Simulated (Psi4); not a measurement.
# SnNH4F (SMILES [NH2][SnH2][F]) at wB97M-V/def2-SVP (core potential)

What is the vertical ionisation energy of SnNH4F at wB97M-V/def2-SVP (core potential)? 

The results are computed with Psi4 1.11.

1 further run of the same task is left out (set aside as unsound or not needed).

### Step 1. The molecule

SnNH4F: 7 atoms, total charge 0, spin state singlet. As SMILES, `[NH2][SnH2][F]`. The shape is that of a PBE0-D4/def2-TZVP optimisation. This is one conformer, not always the lowest.

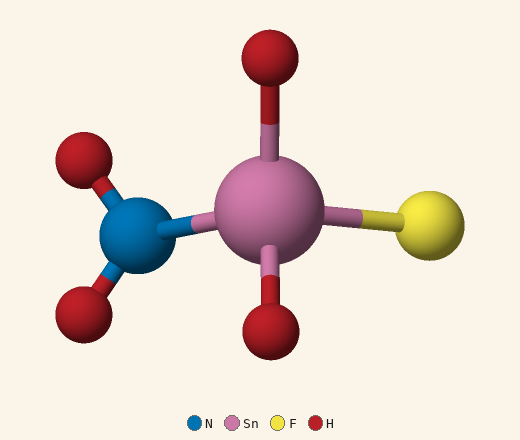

Viewed from a chosen angle; nitrogen blue, tin pink, fluorine yellow, hydrogen red.

### Step 2. The energy at wB97M-V/def2-SVP (core potential)

File run_ase.py:

```python
import numpy as np
from ase.calculators.psi4 import Psi4
from ase import Atoms

mol = Atoms(['N', 'Sn', 'F', 'H', 'H', 'H', 'H'], positions=[
    [-0.824600, 0.088300, -0.943000],
    [0.497700, -0.065100, 0.542900],
    [0.233900, -1.827500, 1.272400],
    [-1.584200, 0.741400, -0.829600],
    [-0.469500, 0.125500, -1.885700],
    [0.113100, 0.971100, 1.833800],
    [2.094900, -0.101800, -0.036600],
])
calc = Psi4(atoms=mol, method='wb97m-v', basis='def2-SVP', memory='2200MB', num_threads=1, charge=0, multiplicity=1, label='psi4-calc')
calc.psi4.set_options({'puream': True, 'e_convergence': 1e-09, 'd_convergence': 1e-08, 'scf_type': 'pk', 'dft_radial_points': 99, 'dft_spherical_points': 590})
mol.calc = calc

print(f'energy: {mol.get_potential_energy():.6f} eV')
```

Launch:

```bash
python run_ase.py
```

psi4-calc.dat, shortened:

```text
[...]
    !!!  WARNING: ECP capability is in beta. Please check occupations closely.  !!!
[...]
  Running in c1 symmetry.
[...]
  Nuclear repulsion =  145.283382765587589
[...]
  Multiplicity = 1
[...]
  Nalpha       = 21
  Nbeta        = 21
[...]
    Number of basis functions: 74
[...]
   @RKS iter   1:  -370.82941369237847   -1.88604e+00   1.02432e-02 DIIS/ADIIS
[...]
   @RKS iter  12:  -371.07051770850927   -1.98952e-12   2.61123e-09 DIIS
[...]
    Orbital Energies [Eh]
    ---------------------
    Doubly Occupied:
       1A    -24.830989     2A    -14.502234     3A     -5.274012
       4A     -3.606176     5A     -3.604465     6A     -3.604019
       7A     -1.229800     8A     -1.169525     9A     -1.165203
      10A     -1.161685    11A     -1.161063    12A     -1.135645
      13A     -0.940456    14A     -0.634263    15A     -0.586831
      16A     -0.490967    17A     -0.479030    18A     -0.477642
      19A     -0.439152    20A     -0.417107    21A     -0.359309
[...]
  @RKS Final Energy:  -371.07051770850927
   => Energetics <=
    Nuclear Repulsion Energy =            145.2833827655875893
    One-Electron Energy =                -882.3230644569479182
    Two-Electron Energy =                 391.8914182259417771
    DFT Exchange-Correlation Energy =     -26.0869454316903777
    Empirical Dispersion Energy =           0.0000000000000000
    VV10 Nonlocal Energy =                  0.1646911885996511
    Total Energy =                       -371.0705177085092714
[...]
 Multipole Moments:
 ------------------------------------------------------------------------------------
     Multipole            Electronic (a.u.)      Nuclear  (a.u.)        Total (a.u.)
 ------------------------------------------------------------------------------------
 L = 1.  Multiply by 2.5417464519 to convert [e a0] to [Debye]
 Dipole X            :         12.7873409          -12.6133992            0.1739417
 Dipole Y            :         10.7122727           -9.3422708            1.3700019
 Dipole Z            :          7.3946987           -7.9986764           -0.6039777
 Magnitude           :                                                    1.5072989
[...]
```

The script printed:

```text
energy: -10097.343100 eV
```

Run time: 77 s. Hardware: 1 thread of Intel Xeon 6975P-C (Granite Rapids), shared host; peak memory 1.1 GiB.

### Step 3. The doublet cation at the same level

File fh4nsn.xyz:

```xyz
7
FH4NSn
N     -0.824600     0.088300    -0.943000
Sn     0.497700    -0.065100     0.542900
F      0.233900    -1.827500     1.272400
H     -1.584200     0.741400    -0.829600
H     -0.469500     0.125500    -1.885700
H      0.113100     0.971100     1.833800
H      2.094900    -0.101800    -0.036600
```

File run.py:

```python
import psi4

psi4.set_memory(2200000000)
psi4.set_num_threads(1)
psi4.core.set_output_file('run.log', False)

with open('fh4nsn.xyz') as f:
    atoms = ''.join(f.readlines()[2:])
mol = psi4.geometry('1 2\n' + atoms + 'symmetry c1\nno_reorient\nno_com')

options = {'basis': 'def2-SVP', 'reference': 'uks', 'puream': True, 'e_convergence': 1e-09, 'd_convergence': 1e-08, 'scf_type': 'pk', 'dft_radial_points': 99, 'dft_spherical_points': 590, 'maxiter': 100}
psi4.set_options(options)

result = psi4.energy('WB97M-V')
print('E =', round(result, 9))
for k, v in sorted(psi4.core.scalar_variables().items()):
    print(f'{k:45s} {v:18.10f}')
```

Launch:

```bash
python run.py
```

run.log, shortened:

```text
[...]
    !!!  WARNING: ECP capability is in beta. Please check occupations closely.  !!!
[...]
  Running in c1 symmetry.
[...]
  Nuclear repulsion =  145.283382765587589
[...]
  Multiplicity = 2
[...]
  Nalpha       = 21
  Nbeta        = 20
[...]
    Number of basis functions: 74
[...]
   @UKS iter   1:  -370.37154904883118   -1.36675e+00   1.00025e-02 ADIIS/DIIS
[...]
   @UKS iter  22:  -370.70565688510430   -3.86535e-12   6.33364e-09 DIIS
[...]
   @S^2 Observed:                7.540324501E-01
[...]
    Orbital Energies [Eh]
    ---------------------
    Alpha Occupied:
       1A    -25.034918     2A    -14.891875     3A     -5.504976
       4A     -3.840406     5A     -3.835194     6A     -3.831511
       7A     -1.442671     8A     -1.411991     9A     -1.395291
      10A     -1.393066    11A     -1.389315    12A     -1.354034
      13A     -1.301691    14A     -0.933021    15A     -0.902868
      16A     -0.786395    17A     -0.751094    18A     -0.677146
      19A     -0.669993    20A     -0.649674    21A     -0.617604
    Alpha Virtual:
      22A     -0.160024    23A     -0.129739    24A     -0.097701
      25A     -0.053104    26A     -0.052761    27A     -0.051461
[...]
  @UKS Final Energy:  -370.70565688510430
   => Energetics <=
    Nuclear Repulsion Energy =            145.2833827655875893
    One-Electron Energy =                -871.8935566435276314
    Two-Electron Energy =                 381.6694577624897988
    DFT Exchange-Correlation Energy =     -25.9270061413669772
    Empirical Dispersion Energy =           0.0000000000000000
    VV10 Nonlocal Energy =                  0.1620653717129133
    Total Energy =                       -370.7056568851043039
[...]
 Multipole Moments:
 ------------------------------------------------------------------------------------
     Multipole            Electronic (a.u.)      Nuclear  (a.u.)        Total (a.u.)
 ------------------------------------------------------------------------------------
 L = 1.  Multiply by 2.5417464519 to convert [e a0] to [Debye]
 Dipole X            :        -14.5149413           14.0531373           -0.4618040
 Dipole Y            :         30.7424566          -29.3387540            1.4037026
 Dipole Z            :        -31.3383234           30.0018589           -1.3364646
 Magnitude           :                                                    1.9924310
[...]
```

On the terminal:

```text
E = -370.705656885
CURRENT ENERGY                                   -370.7056568851
CURRENT REFERENCE ENERGY                         -370.7056568851
DD SOLVATION ENERGY                                 0.0000000000
DFT FUNCTIONAL TOTAL ENERGY                      -370.7056568851
DFT TOTAL ENERGY                                 -370.7056568851
DFT VV10 ENERGY                                     0.1620653717
DFT XC ENERGY                                     -25.9270061414
GRID ELECTRONS ALPHA                               20.9999964990
GRID ELECTRONS BETA                                19.9999964784
GRID ELECTRONS TOTAL                               40.9999929775
NUCLEAR REPULSION ENERGY                          145.2833827656
ONE-ELECTRON ENERGY                              -871.8935566435
PCM POLARIZATION ENERGY                             0.0000000000
PE ENERGY                                           0.0000000000
SCF ITERATION ENERGY                             -370.7056568851
SCF ITERATIONS                                     22.0000000000
SCF TOTAL ENERGY                                 -370.7056568851
TWO-ELECTRON ENERGY                               381.6694577625
XC GRID RADIAL POINTS                              99.0000000000
XC GRID SPHERICAL POINTS                          590.0000000000
XC GRID TOTAL POINTS                           390088.0000000000
```

Run time: 2.4 min. Hardware: 1 thread of Intel Xeon 6975P-C (Granite Rapids), shared host; peak memory 1.1 GiB.

### Step 4. Results

Level: wB97M-V/def2-SVP (core potential).

| quantity | value |
| --- | --- |
| singlet SnNH4F: total energy | -371.07052 Eh |
| singlet SnNH4F: dipole moment | 3.83 D |
| singlet SnNH4F: HOMO energy | -9.78 eV |
| singlet SnNH4F: LUMO energy | 1.98 eV |
| singlet SnNH4F: HOMO–LUMO gap | 11.76 eV |
| doublet cation: total energy | -370.70566 Eh |
| doublet cation: HOMO energy (highest over α and β) | -16.73 eV |
| doublet cation: LUMO energy (lowest over α and β) | -10.01 eV |
| doublet cation: ⟨S²⟩ | 0.754 |
| vertical ionisation energy (to the doublet cation) | 9.928 eV |

The vertical ionisation energy comes to 9.93 eV (229 kcal/mol). The negative HOMO energy of the first species, 9.78 eV, lies 0.15 eV below that difference.
